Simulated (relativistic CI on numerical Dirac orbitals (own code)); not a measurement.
**Gd¹⁵⁺: one ion under different settings**

How much do the settings matter for Gd¹⁵⁺? One ion, several inputs.

The numbers are computed with relativistic CI on numerical Dirac orbitals (own code) version 3 (Dirac-Coulomb-Breit CI, KLI orbitals optimised for each configuration, model QED (radiative potential, 1s self-energy scaled to tabulated hydrogen-like ionisation energies), numerical settings as typed), except any that are marked as measured or tabulated.

### Step 1. Starting point

```
ion            : Gd¹⁵⁺ (Gd XVI)
nuclear charge : 64
electrons      : 49
isotope        : A = 158
```

### Step 2. A try

Input settings:

```ini
atom Gd  Z=64  charge=15  electrons=49
nucleus A=158  rms_radius_fm=5.1569
hamiltonian dirac-coulomb  breit=on  qed=on  c_scale=1
orbitals kli  potential=per-configuration
slater_scale 1
correlation none
mixing on
grid step=0.0125 r_max=0.38
scf mixing=0.4 start=green max_iterations=88 tolerance=2e-08 node_fill=0.05
configurations
  [Kr] 4d10 4f3
  [Kr] 4d10 4f2 5s
end
```

Started as:

```sh
$ python run_levels.py task.json out
```

task.json lists these runs, among others, and the program works through them in turn.

The program writes no log. Results of the run, from its result record (rounded, main fields):

```text
{
  "status": "not_converged",
  "warnings": ["SCF of 1s2 2s2 2p6 3s2 3p6 3d10 4s2 4p6 4d10 4f3 stopped: an orbital could not be found"],
  "scf_steps of the first configuration [iteration, E_Ha, residual, outer_eigenvalue_Ha]": [
    [0, "-", "-", "4s not found"]
  ]
}
```

Wall time 0.0045 s (1 thread, shared host).

What went wrong: the run ended without a result. During the SCF the search lost an orbital: no solution with the right number of nodes was found in that cycle's potential. The input had end of the grid 0.38. The cure is to restore the usual settings.

### Step 3. An attempt

Input settings:

```ini
atom Gd  Z=64  charge=15  electrons=49
nucleus A=158  rms_radius_fm=5.1569
hamiltonian dirac-coulomb  breit=on  qed=on  c_scale=1
orbitals kli  potential=per-configuration
slater_scale 1
correlation none
mixing on
grid step=0.0125 r_max=12.6
scf mixing=0.4 start=green max_iterations=99 tolerance=2e-08 node_fill=0.05
configurations
  [Kr] 4d10 4f3
  [Kr] 4d10 4f2 2d
end
```

Main fields:

```text
{
  "status": "refused",
  "warnings": ["configuration [Kr] 4d10 4f2 2d: l must be smaller than n"]
}
```

It took 0.00045 s on 1 thread, shared host.

What went wrong: the program refused the input. A shell needs l < n; there is no 2d shell. The input had a 2d shell. The cure is to type a shell that exists.

### Step 4. With the usual settings

The settings differ from step 3 so:

```diff
@@ -8,6 +8,6 @@
 grid step=0.0125 r_max=12.6
-scf mixing=0.4 start=green max_iterations=99 tolerance=2e-08 node_fill=0.05
+scf mixing=0.4 start=green max_iterations=150 tolerance=2e-08 node_fill=0.05
 configurations
   [Kr] 4d10 4f3
-  [Kr] 4d10 4f2 2d
+  [Kr] 4d10 4f2 5s
 end
```

Main fields:

```text
{
  "status": "converged",
  "levels [i, E_cm, J2, conf, term, w_term, w_jj]": [
    [0, 0, 9, "4f3", "4I*", 0.9539, 0.6498],
    [1, 4732.1203, 11, "4f3", "4I*", 0.9846, 0.881],
    [2, 9598.4085, 13, "4f3", "4I*", 0.9922, 0.791],
    [3, 14501.497, 15, "4f3", "4I*", 0.9775, 0.4747],
    [4, 24923.791, 3, "4f3", "4F*", 0.9087, 0.4785],
    [5, 25377.125, 9, "4f3", "2H*", 0.6561, 0.5224],
    [6, 27636.18, 5, "4f3", "4F*", 0.9641, 0.729],
    [7, 29553.268, 3, "4f3", "4S*", 0.9081, 0.6067],
    [8, 29675.864, 7, "4f3", "4F*", 0.837, 0.6608],
    [9, 32555.915, 9, "4f3", "4F*", 0.7455, 0.8316],
    [10, 33391.076, 11, "4f3", "2H*", 0.9328, 0.6929],
    [11, 36383.361, 7, "4f3", "2G*", 0.6455, 0.5604],
    [12, 37443.056, 5, "4f3", "4G*", 0.9798, 0.4142],
    [13, 38889.175, 13, "4f3", "2K*", 0.9801, 0.6692],
    "... 16 more rows left out ..."
  ],
  "total_energy [Ha]": -11187.528641,
  "n_levels_all": 65,
  "overlap": 1.52094e-11,
  "scf_iterations": [11, 17],
  "orbital_energies [Ha]": {"1s": -1849.51, "2s": -315.36, "2p1/2": -299.971, "2p3/2": -274.468, "3s": -79.4181, "3p1/2": -72.7788, "3p3/2": -67.5263, "3d3/2": -56.104, "3d5/2": -54.9613, "4s": -25.2097, "4p1/2": -22.5921, "4p3/2": -21.3719, "4d3/2": -17.0282, "4d5/2": -16.7964, "4f5/2": -11.5261, "4f7/2": -11.4834},
  "configurations [conf, odd, states, E_av_Ha, breit_Ha, qed_Ha]": [
    ["4f3", 1, 364, -11204.58961, 10.35, 6.946],
    ["4f2 5s", 0, 182, -11204.41166, 10.36, 6.953]
  ],
  "scf_steps of the first configuration [iteration, E_Ha, residual, outer_eigenvalue_Ha]": [
    [1, -11066.4467, 5.42, -26.97],
    [2, -11176.19735, 2.53, -17.48],
    [3, -11204.09035, 0.285, -11.49],
    [4, -11204.51345, 0.156, -11.92],
    [5, -11204.58728, 0.0275, -11.55],
    [6, -11204.58939, 0.00237, -11.48],
    [7, -11204.58953, 0.00103, -11.48],
    [8, -11204.58961, 3.37e-05, -11.48],
    [9, -11204.58961, 5.29e-06, -11.48],
    [10, -11204.58961, 2.39e-07, -11.48],
    [11, -11204.58961, 1.64e-08, -11.48]
  ]
}
```

It took 0.26 s on 1 thread, shared host.

### Step 5. Start potential previous

The settings differ from step 4 so:

```diff
@@ -8,3 +8,3 @@
 grid step=0.0125 r_max=12.6
-scf mixing=0.4 start=green max_iterations=150 tolerance=2e-08 node_fill=0.05
+scf mixing=0.4 start=previous max_iterations=150 tolerance=2e-08 node_fill=0.05
 configurations
```

Main fields:

```text
{
  "status": "converged",
  "levels [i, E_cm, J2, conf, term, w_term]": [
    [0, 0, 9, "4f3", "4I*", 0.9539],
    [1, 4732.1204, 11, "4f3", "4I*", 0.9846],
    [2, 9598.4086, 13, "4f3", "4I*", 0.9922],
    [3, 14501.497, 15, "4f3", "4I*", 0.9775],
    [4, 24923.791, 3, "4f3", "4F*", 0.9087],
    [5, 25377.125, 9, "4f3", "2H*", 0.6561],
    [6, 27636.18, 5, "4f3", "4F*", 0.9641],
    [7, 29553.268, 3, "4f3", "4S*", 0.9081],
    "... 22 more rows left out ..."
  ],
  "total_energy [Ha]": -11187.528641,
  "n_levels_all": 65,
  "overlap": 1.52088e-11,
  "scf_iterations": [10, 9],
  "orbital_energies [Ha]": {"1s": -1849.51, "2s": -315.36, "2p1/2": -299.971, "2p3/2": -274.468, "3s": -79.4181, "3p1/2": -72.7788, "3p3/2": -67.5263, "3d3/2": -56.104, "3d5/2": -54.9613, "4s": -25.2097, "4p1/2": -22.5921, "4p3/2": -21.3719, "4d3/2": -17.0282, "4d5/2": -16.7964, "4f5/2": -11.5261, "4f7/2": -11.4834},
  "configurations [conf, odd, states, E_av_Ha, breit_Ha, qed_Ha]": [
    ["4f3", 1, 364, -11204.58961, 10.35, 6.946],
    ["4f2 5s", 0, 182, -11204.41166, 10.36, 6.953]
  ],
  "scf_steps of the first configuration [iteration, E_Ha, residual, outer_eigenvalue_Ha]": [
    [1, -11152.20646, 3.47, -8.135],
    [2, -11196.89255, 1.06, -9.954],
    [3, -11204.50019, 0.0783, -11.55],
    [4, -11204.58521, 0.0301, -11.55],
    [5, -11204.5892, 0.00419, -11.5],
    [6, -11204.58959, 0.000518, -11.48],
    [7, -11204.5896, 0.000201, -11.48],
    [8, -11204.58961, 6.15e-06, -11.48],
    [9, -11204.58961, 2.88e-06, -11.48],
    [10, -11204.58961, 1.77e-08, -11.48]
  ]
}
```

It took 0.21 s on 1 thread, shared host.

### Step 6. Node fill 0.01

The settings differ from step 5 so:

```diff
@@ -8,3 +8,3 @@
 grid step=0.0125 r_max=12.6
-scf mixing=0.4 start=previous max_iterations=150 tolerance=2e-08 node_fill=0.05
+scf mixing=0.4 start=green max_iterations=150 tolerance=2e-08 node_fill=0.01
 configurations
```

Main fields:

```text
{
  "status": "converged",
  "levels [i, E_cm, J2, conf, term, w_term]": [
    [0, 0, 9, "4f3", "4I*", 0.9543],
    [1, 4707.1285, 11, "4f3", "4I*", 0.9848],
    [2, 9550.8421, 13, "4f3", "4I*", 0.9923],
    [3, 14433.945, 15, "4f3", "4I*", 0.9778],
    [4, 24944.191, 3, "4f3", "4F*", 0.9097],
    [5, 25389.088, 9, "4f3", "2H*", 0.6576],
    [6, 27639.033, 5, "4f3", "4F*", 0.9644],
    [7, 29551.653, 3, "4f3", "4S*", 0.9091],
    "... 22 more rows left out ..."
  ],
  "total_energy [Ha]": -11187.522972,
  "n_levels_all": 65,
  "overlap": 1.53728e-11,
  "scf_iterations": [11, 15],
  "orbital_energies [Ha]": {"1s": -1849.91, "2s": -315.551, "2p1/2": -300.183, "2p3/2": -274.667, "3s": -79.5, "3p1/2": -72.8658, "3p3/2": -67.6086, "3d3/2": -56.1936, "3d5/2": -55.049, "4s": -25.2296, "4p1/2": -22.6129, "4p3/2": -21.3907, "4d3/2": -17.0476, "4d5/2": -16.8152, "4f5/2": -11.5425, "4f7/2": -11.4996},
  "configurations [conf, odd, states, E_av_Ha, breit_Ha, qed_Ha]": [
    ["4f3", 1, 364, -11204.58953, 10.36, 6.947],
    ["4f2 5s", 0, 182, -11204.41133, 10.37, 6.953]
  ],
  "scf_steps of the first configuration [iteration, E_Ha, residual, outer_eigenvalue_Ha]": [
    [1, -11066.4467, 5.41, -26.97],
    [2, -11176.02423, 2.53, -17.49],
    [3, -11204.12578, 0.284, -11.51],
    [4, -11204.4948, 0.156, -11.94],
    [5, -11204.5844, 0.0273, -11.57],
    [6, -11204.58964, 0.00228, -11.5],
    [7, -11204.58957, 0.00101, -11.5],
    [8, -11204.58953, 3.46e-05, -11.5],
    [9, -11204.58953, 5.15e-06, -11.5],
    [10, -11204.58953, 2.29e-07, -11.5],
    [11, -11204.58953, 1.66e-08, -11.5]
  ]
}
```

Run time: 0.24 s. Hardware: 1 thread, shared host.

### Step 7. Grid step 0.006

The settings differ from step 6 so:

```diff
@@ -7,4 +7,4 @@
 mixing on
-grid step=0.0125 r_max=12.6
-scf mixing=0.4 start=green max_iterations=150 tolerance=2e-08 node_fill=0.01
+grid step=0.006 r_max=12.6
+scf mixing=0.4 start=green max_iterations=150 tolerance=2e-08 node_fill=0.05
 configurations
```

Main fields:

```text
{
  "status": "converged",
  "levels [i, E_cm, J2, conf, term, w_term]": [
    [0, 0, 9, "4f3", "4I*", 0.9539],
    [1, 4732.1201, 11, "4f3", "4I*", 0.9846],
    [2, 9598.4081, 13, "4f3", "4I*", 0.9922],
    [3, 14501.496, 15, "4f3", "4I*", 0.9775],
    [4, 24923.792, 3, "4f3", "4F*", 0.9087],
    [5, 25377.125, 9, "4f3", "2H*", 0.6561],
    [6, 27636.18, 5, "4f3", "4F*", 0.9641],
    [7, 29553.268, 3, "4f3", "4S*", 0.9081],
    "... 22 more rows left out ..."
  ],
  "total_energy [Ha]": -11187.52879,
  "n_levels_all": 65,
  "overlap": 4.05413e-13,
  "scf_iterations": [11, 15],
  "orbital_energies [Ha]": {"1s": -1849.51, "2s": -315.361, "2p1/2": -299.971, "2p3/2": -274.468, "3s": -79.4181, "3p1/2": -72.7788, "3p3/2": -67.5263, "3d3/2": -56.104, "3d5/2": -54.9613, "4s": -25.2097, "4p1/2": -22.5921, "4p3/2": -21.3719, "4d3/2": -17.0282, "4d5/2": -16.7964, "4f5/2": -11.5261, "4f7/2": -11.4834},
  "configurations [conf, odd, states, E_av_Ha, breit_Ha, qed_Ha]": [
    ["4f3", 1, 364, -11204.58977, 10.35, 6.946],
    ["4f2 5s", 0, 182, -11204.41181, 10.36, 6.953]
  ],
  "scf_steps of the first configuration [iteration, E_Ha, residual, outer_eigenvalue_Ha]": [
    [1, -11066.44685, 5.42, -26.97],
    [2, -11176.19751, 2.53, -17.48],
    [3, -11204.09051, 0.285, -11.49],
    [4, -11204.51362, 0.156, -11.92],
    [5, -11204.58744, 0.0275, -11.55],
    [6, -11204.58955, 0.00225, -11.48],
    [7, -11204.58968, 0.001, -11.48],
    [8, -11204.58976, 2.33e-05, -11.48],
    [9, -11204.58977, 5.34e-06, -11.48],
    [10, -11204.58977, 2.81e-07, -11.48],
    [11, -11204.58977, 1.98e-08, -11.48]
  ]
}
```

Wall time 0.43 s (1 thread, shared host).

### Step 8. End of the grid 8.82

The settings differ from step 7 so:

```diff
@@ -7,3 +7,3 @@
 mixing on
-grid step=0.006 r_max=12.6
+grid step=0.0125 r_max=8.82
 scf mixing=0.4 start=green max_iterations=150 tolerance=2e-08 node_fill=0.05
```

Main fields:

```text
{
  "status": "converged",
  "levels [i, E_cm, J2, conf, term, w_term]": [
    [0, 0, 9, "4f3", "4I*", 0.9539],
    [1, 4732.1203, 11, "4f3", "4I*", 0.9846],
    [2, 9598.4085, 13, "4f3", "4I*", 0.9922],
    [3, 14501.497, 15, "4f3", "4I*", 0.9775],
    [4, 24923.791, 3, "4f3", "4F*", 0.9087],
    [5, 25377.125, 9, "4f3", "2H*", 0.6561],
    [6, 27636.18, 5, "4f3", "4F*", 0.9641],
    [7, 29553.268, 3, "4f3", "4S*", 0.9081],
    "... 22 more rows left out ..."
  ],
  "total_energy [Ha]": -11187.528641,
  "n_levels_all": 65,
  "overlap": 1.52095e-11,
  "scf_iterations": [11, 17],
  "orbital_energies [Ha]": {"1s": -1849.51, "2s": -315.36, "2p1/2": -299.971, "2p3/2": -274.468, "3s": -79.4181, "3p1/2": -72.7788, "3p3/2": -67.5263, "3d3/2": -56.104, "3d5/2": -54.9613, "4s": -25.2097, "4p1/2": -22.5921, "4p3/2": -21.3719, "4d3/2": -17.0282, "4d5/2": -16.7964, "4f5/2": -11.5261, "4f7/2": -11.4834},
  "configurations [conf, odd, states, E_av_Ha, breit_Ha, qed_Ha]": [
    ["4f3", 1, 364, -11204.58961, 10.35, 6.946],
    ["4f2 5s", 0, 182, -11204.41166, 10.36, 6.953]
  ],
  "scf_steps of the first configuration [iteration, E_Ha, residual, outer_eigenvalue_Ha]": [
    [1, -11066.4467, 5.42, -26.97],
    [2, -11176.19735, 2.53, -17.48],
    [3, -11204.09035, 0.285, -11.49],
    [4, -11204.51345, 0.156, -11.92],
    [5, -11204.58728, 0.0275, -11.55],
    [6, -11204.58939, 0.00237, -11.48],
    [7, -11204.58953, 0.00103, -11.48],
    [8, -11204.58961, 3.27e-05, -11.48],
    [9, -11204.58961, 5.31e-06, -11.48],
    [10, -11204.58961, 2.39e-07, -11.48],
    [11, -11204.58961, 1.63e-08, -11.48]
  ]
}
```

Wall time 0.21 s (1 thread, shared host).

### Step 9. The runs side by side

| setting | total energy less usual (Ha) | largest shift of a level among the lowest eight of both runs, same label and place (cm⁻¹) | SCF iterations | time | lowest level | kind of change |
| --- | --- | --- | --- | --- | --- | --- |
| usual | 0 | 0 | 28 | 0.26 s | 4f3 4I°9/2 | - |
| start potential previous | 0 | 0 | 19 | 0.21 s | 4f3 4I°9/2 | numerical |
| node fill 0.01 | 0.00567 | 67.6 | 26 | 0.24 s | 4f3 4I°9/2 | numerical |
| grid step 0.006 | -0.000149 | 0 | 26 | 0.43 s | 4f3 4I°9/2 | numerical |
| end of the grid 8.82 | 0 | 0 | 28 | 0.21 s | 4f3 4I°9/2 | numerical |

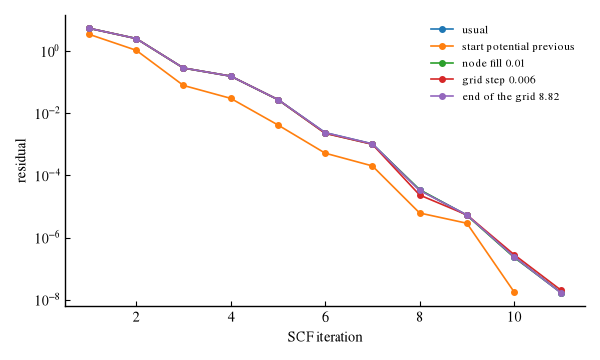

Residual of the first configuration's SCF.

### Step 10. What came out

| quantity | value |
| --- | --- |
| lowest level, usual settings | 4f3 4I°9/2 |
| total energy | -11187.5286 Ha |
| first excitation | 4732.1 cm⁻¹ |
| runs without a result | 2 |

Among the runs whose levels can be followed, they move most under «node fill 0.01» (numerical), by up to 67.6 cm⁻¹. No visible change in the result comes from «start potential previous» or «end of the grid 8.82». Only the listed configurations are in the model.
